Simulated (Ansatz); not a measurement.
# Calculations on SiH6SeO

### Relaxation

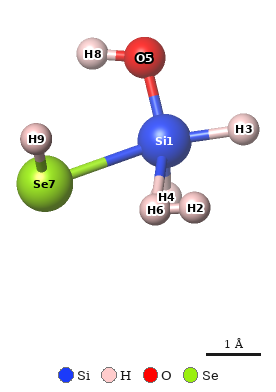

SiH6SeO (started from a transition state, displaced along its imaginary mode), before the relaxation. A ball-and-stick model, seen at a tilt.

Level of theory: RKS PBE0-D4/def2-TZVP (Ansatz 0.2.0).

Input
```yaml
crystal:
  periodic: [false, false, false]
  atoms:
    - {symbol: Si, position_ang: [-0.501610, -0.311817, 0.316330]}
    - {symbol: H, position_ang: [0.631674, -1.606193, -0.515604]}
    - {symbol: H, position_ang: [-1.387902, -1.463497, -0.091621]}
    - {symbol: H, position_ang: [-0.083807, -0.767484, 1.679278]}
    - {symbol: O, position_ang: [-1.560636, 0.851940, -0.058309]}
    - {symbol: H, position_ang: [1.034980, -1.000676, -0.386160]}
    - {symbol: Se, position_ang: [1.550300, 1.071551, 0.207861]}
    - {symbol: H, position_ang: [-1.116302, 1.722034, 0.064798]}
    - {symbol: H, position_ang: [1.433302, 1.504243, -1.216572]}
basis:
  gaussian: {orbitals: def2-TZVP}
hamiltonian: {xc: pbe0, dispersion: d4}
relax: {f_tol: 0.005, max_steps: 200}
```

Command:
```bash
ansatz run in.yaml --threads 4 --pin off --events-out ev --progress --plain --max-ram 9574MiB
```

**Predict the outcome.**

The atom that moves furthest after the best rigid fit is H2 (1.53 Å). By element the largest moves are H 1.53 Å, O 0.63 Å, Si 0.53 Å, Se 0.35 Å. Near-neighbour distances that change, for instance: Si1–H2 1.911 → 3.714 Å, Si1–H6 1.825 → 3.368 Å, H6–Se7 2.216 → 3.386 Å, Si1–Se7 2.477 → 2.277 Å. Among the angles between lasting bonds that change: H3–Si1–Se7 154.2° → 111.5°, O5–Si1–Se7 97.5° → 113.3°, H4–Si1–O5 127.8° → 112.8°. The energy falls by 168.5 kJ/mol in 27 accepted moves (28 points after the start). Largest force component: 1.7 eV/Å at the start, 0.0042 eV/Å at the end. The line search rejected the trial step at point 22 of the run.

Step by step:

| step | E − E(0), kJ/mol | largest force component, eV/Å | note |
| --- | --- | --- | --- |
| 0 | 0.00 | 1.6839 |  |
| 1 | -39.77 | 0.8249 |  |
| 2 | -73.05 | 1.0184 |  |
| 3 | -107.62 | 1.1464 |  |
| 4 | -136.05 | 0.9465 |  |
| 5 | -155.97 | 0.6174 |  |
| 6 | -162.31 | 0.3991 |  |
| 7 | -164.79 | 0.2304 |  |
| 8 | -167.52 | 0.1407 |  |
| 9 | -168.28 | 0.0433 |  |
| 10 | -168.36 | 0.1315 |  |
| 11 | -168.39 | 0.0186 |  |
| 12 | -168.41 | 0.0164 |  |
| 13 | -168.42 | 0.0268 |  |
| 14 | -168.42 | 0.0583 |  |
| 15 | -168.44 | 0.0378 |  |
| 16 | -168.45 | 0.0106 |  |
| 17 | -168.45 | 0.0124 |  |
| 18 | -168.46 | 0.0151 |  |
| 19 | -168.46 | 0.0146 |  |
| 20 | -168.47 | 0.0123 |  |
| 21 | -168.47 | 0.0165 |  |
| 22 | -168.46 | 0.0581 | rejected |
| 23 | -168.48 | 0.0183 |  |
| 24 | -168.49 | 0.0389 |  |
| 25 | -168.49 | 0.0294 |  |
| 26 | -168.50 | 0.0199 |  |
| 27 | -168.50 | 0.0077 |  |
| 28 | -168.50 | 0.0042 |  |

The structure at the end:

```xyz
9

Si   -0.6112    0.2046    0.2441
H     1.3961   -2.8911   -0.1856
H    -0.9687   -0.7264   -0.8456
H    -0.4210   -0.5054    1.5340
O    -1.8404    1.2918    0.2924
H     1.6730   -2.2079   -0.3089
Se    1.4239    1.1634   -0.1100
H    -1.7196    2.0661    0.8451
H     1.0681    1.6051   -1.4654
```

After the run, drawn alike:

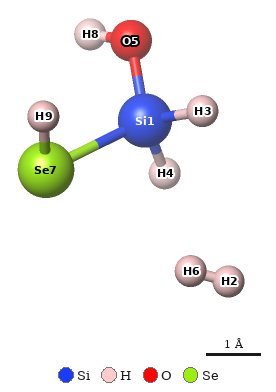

### Relaxation

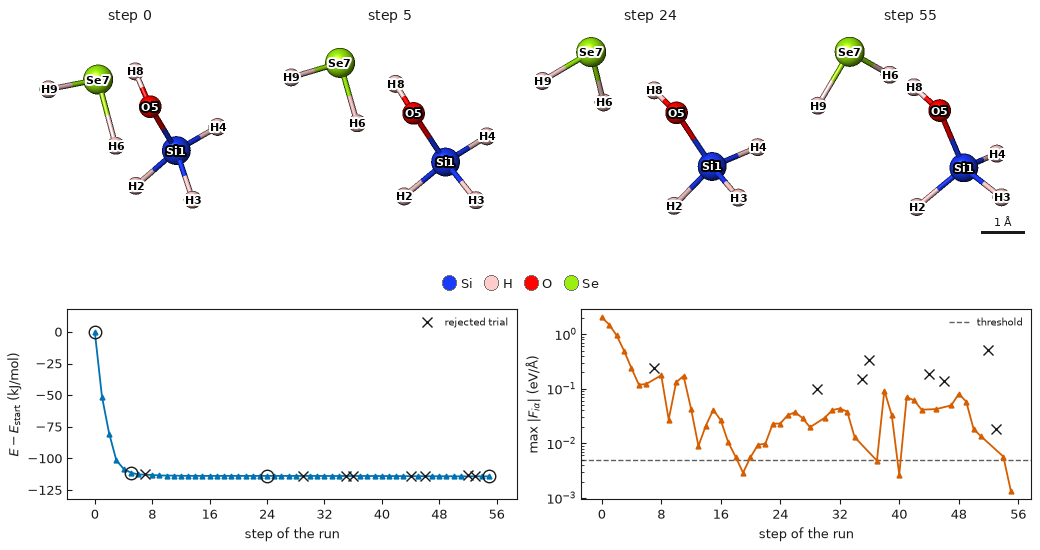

Frames of a relaxation of SiH$_{6}$SeO (started from a transition state, displaced along its imaginary mode), marked on the history of the run. The picture is a ball-and-stick view, seen from a free direction.

All numbers below come from RKS PBE0-D4/def2-TZVP in Ansatz.

Input file:
```yaml
crystal:
  periodic: [false, false, false]
  atoms:
    - {symbol: Si, position_ang: [-0.670062, -0.682192, 0.365129]}
    - {symbol: H, position_ang: [0.487351, -1.325852, -0.464749]}
    - {symbol: H, position_ang: [-1.690117, -1.641750, -0.092278]}
    - {symbol: H, position_ang: [-0.140680, -0.771800, 1.743232]}
    - {symbol: O, position_ang: [-1.380279, 0.759295, -0.111814]}
    - {symbol: H, position_ang: [1.102604, -0.406755, -0.334344]}
    - {symbol: Se, position_ang: [1.744841, 1.045161, 0.106002]}
    - {symbol: H, position_ang: [-0.901181, 1.558285, 0.042643]}
    - {symbol: H, position_ang: [1.447522, 1.465708, -1.253821]}
basis:
  gaussian: {orbitals: def2-TZVP}
hamiltonian: {xc: pbe0, dispersion: d4}
relax: {f_tol: 0.005, max_steps: 200}
```

Command:
```bash
ansatz run in.yaml --threads 4 --pin off --events-out ev --progress --plain --max-ram 9574MiB
```

Describe the path.

Answer. After 47 accepted moves (55 points after the start) the energy has fallen by 114.1 kJ/mol. The largest force component goes from 2 to 0.0014 eV/Å. The line search rejected the trial steps at points 7, 29, 35, 36, 44, 46, 52, 53 of the run. The forces were under the threshold at step 19, but the run went on from there. H6 moves most after the best rigid fit: 1.98 Å. By element the largest moves are H 1.98 Å, Se 0.98 Å, Si 0.55 Å, O 0.26 Å. Near-neighbour distances that change, for instance: Si1–H6 1.925 → 3.862 Å, Si1–Se7 2.980 → 4.169 Å, H6–Se7 1.648 → 1.468 Å, Si1–H2 1.563 → 1.491 Å. Among the angles between lasting bonds that change: H2–Si1–H3 94.6° → 109.5°, H3–Si1–H4 119.8° → 109.5°, H2–Si1–O5 121.1° → 112.0°. Cost: 120 s on 4 threads of Arm Neoverse V1, on a shared host. From step 0 to 5: H6 moves most (0.88 Å), energy −111.1 kJ/mol. From step 5 to 24: H6 moves most (0.76 Å), energy −2.66 kJ/mol. From step 24 to 55: H9 moves most (0.81 Å), energy −0.35 kJ/mol.

```csv
step,"E − E(0), kJ/mol","largest force component, eV/Å",note
0,0.00,2.0277,
1,-51.21,1.5018,
2,-80.30,0.9480,
3,-101.42,0.4962,
4,-108.13,0.2370,
5,-111.13,0.1178,
6,-112.61,0.1227,
7,-112.31,0.2403,rejected
8,-113.07,0.1761,
9,-113.42,0.0273,
10,-113.54,0.1310,
12,-113.73,0.0434,
15,-113.78,0.0411,
17,-113.79,0.0105,
19,-113.79,0.0029,
22,-113.79,0.0099,
24,-113.80,0.0231,
27,-113.81,0.0290,
29,-113.79,0.1004,rejected
31,-113.83,0.0407,
34,-113.86,0.0130,
36,-113.66,0.3432,rejected
38,-113.87,0.0928,
41,-113.93,0.0701,
43,-113.98,0.0414,
46,-113.98,0.1388,rejected
48,-114.06,0.0806,
50,-114.11,0.0182,
53,-114.13,0.0184,rejected
55,-114.15,0.0014,
```

### Reaction

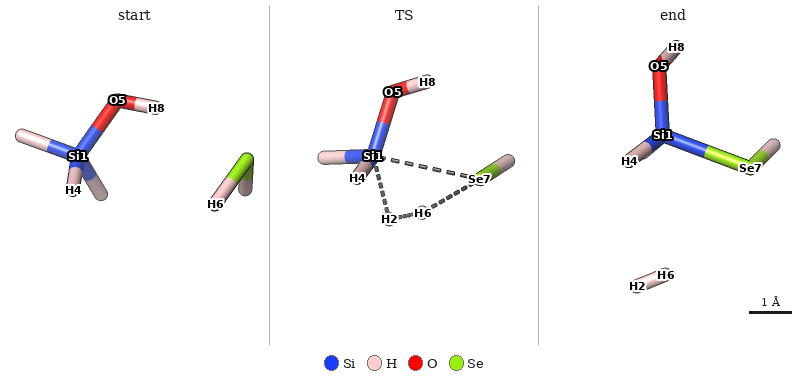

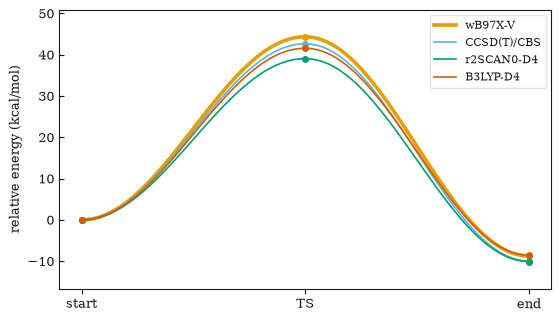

A reaction step of SiH₆SeO, with its energy diagram. Style: stick. Shown face on. Dashed sticks mark bonds that form or break.

Stationary points at PBE0-D4/def2-TZVP, single-point energies with wB97X-V, CCSD(T)/CBS, r2SCAN0-D4, B3LYP-D4 (def2-TZVPP where no basis is named; Ansatz 0.2.0). The energies are electronic, without zero-point or thermal terms, and both ends are the minima reached downhill from the saddle, with any fragments still in contact. CCSD(T)/CBS stands for a frozen-core estimate: MP2 correlation extrapolated from def2-TZVPP and def2-QZVPP, CCSD(T) minus MP2 from the smaller set.

Q: What happens, and what does it cost?

A: Counted by bonded pieces, the start holds H₂Se + SiH₄O and the end holds H₂ + SiH₄SeO. From the start over the saddle to the end, bonds form: Se–Si (4.17 → 2.73 → 2.28 Å), H–H (3.89 → 0.93 → 0.75 Å). Bonds break: H–Si (1.49 → 1.72 → 3.71 Å), H–Se (1.47 → 1.93 → 3.39 Å). The saddle has one imaginary mode, 906i cm⁻¹. With wB97X-V the barrier is 44.4 kcal/mol from the start and 53.1 kcal/mol from the end, and the end lies 8.7 kcal/mol below the start.

```
      level  barrier from the start (kcal/mol)  barrier from the end (kcal/mol)  the end less the start (kcal/mol)
    wB97X-V                               44.4                             53.1                               −8.7
CCSD(T)/CBS                               42.7                             52.6                              −10.0
 r2SCAN0-D4                               39.1                             49.1                              −10.1
   B3LYP-D4                               41.6                             50.1                               −8.5
```

Against CCSD(T)/CBS, B3LYP-D4 comes closest on the barrier from the start (−1.1 kcal/mol) and r2SCAN0-D4 misses most (−3.6 kcal/mol).

Limits of the set-up: the start holds two separate molecules, 2.6 Å apart at their closest, whose relative position is a soft coordinate.

### Path

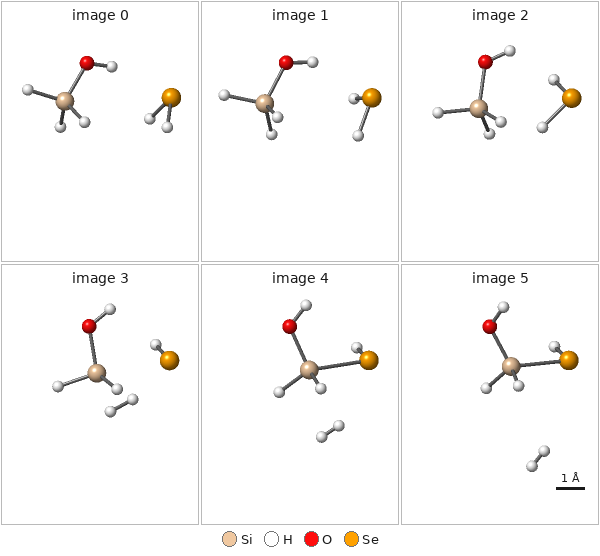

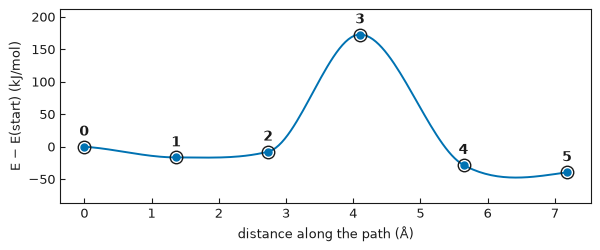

A search for the minimum-energy path of SiH$_{6}$SeO, made up at the start of SiH4O and H2Se by the nudged elastic band. Images are numbered from 0 (start) to 5 (end). Style: ball-and-stick. Shown at a tilt.

All numbers below come from RKS PBE0-D4/6-31G (Ansatz). Set-up: 4 movable images; climbing image.

Q: What happens along the path, and what is the barrier?

A: Breaking: H–Se (1.47 → 3.39 Å), H–Si (1.49 → 3.71 Å). Forming: H–H (3.89 → 0.75 Å), Se–Si (4.17 → 2.28 Å). Relative to the start the highest point is image 3 at +172.8 kJ/mol and the end lies at −39.4 kJ/mol, but the profile dips to −16.5 kJ/mol at image 1 on the way, so an end point isn't at the bottom of its valley along this path. The band converged in 28 iterations. The largest component of the band force went from 4.9 to 0.033 eV/Å. The climbing image converged on the top of the path. Its curvatures weren't checked. The largest force component is 2.55 eV/Å at the start and 2.38 eV/Å at the end; an end with forces this large is no minimum, and the barrier measured from it can be far off.

Limits of the set-up: the start holds two separate molecules, 2.6 Å apart at their closest, whose relative position is a soft coordinate; the basis has no polarisation functions, which atoms past neon need.

Cost: 2.5 min on 4 threads of Arm Neoverse V1, on a shared host.
